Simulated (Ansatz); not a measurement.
The parent structure is Zr in the hcp (Mg type) structure (space group P6_3/mmc, No. 194; a = 3.244 Å, c = 5.158 Å; relaxed with 0.1 eV smearing). Axes: x lies along a and z along c of the hexagonal cell.

Structures relaxed with DFT with r2SCAN, PAW potentials and a 500 eV plane-wave cutoff in Ansatz (a first-principles code), scalar-relativistic without spin-orbit coupling, earlier PAW set.

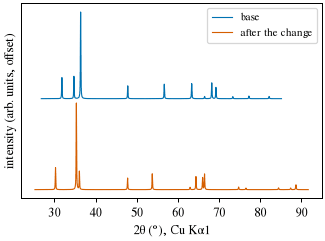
Fig. 1. Simulated powder patterns before (top) and after one change

Question: Name the change that was made.
A) isotropic strain +5.33 %
B) biaxial strain +4.98 %, plane normal [001], relaxed out of plane
C) biaxial strain −0.35 %, plane normal [001], relaxed out of plane
D) uniaxial stress, 3 GPa compression along x

Answer: B, biaxial strain +4.98 %, plane normal [001], relaxed out of plane. Its volume per atom is 24.99 Å³ against 23.51 Å³, and its space group is P6_3/mmc (No. 194).

Beyond what the load breaks, stability against distortions was not tested. All final runs are without spin polarisation.
